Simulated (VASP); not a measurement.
Band structure of HfS (relaxed from the wurtzite structure, space group P6_3mc). These are PBEsol GGA, VASP's PBE PAW potentials (set 64) (plane waves; VASP 6.6.1) values and carry that method's errors.

Unless said otherwise, spin-orbit coupling is left out, though it shifts the bands of the heavy elements here.

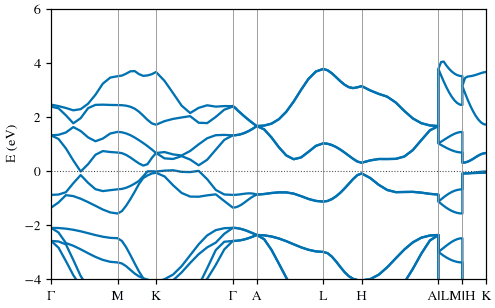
Bands along high-symmetry lines, zero at the valence-band maximum or, without a gap, the Fermi level

Problem. Read the plot: is there a gap, and where are the band edges?

Solution. It has no gap at this level: it comes out as a metal or semimetal. (Edges off the drawn lines would not show.)

The structure was generated: HfS was put into the wurtzite type (P6_3mc), which need not be its known phase. It was relaxed first, which changed the volume by -41 %.
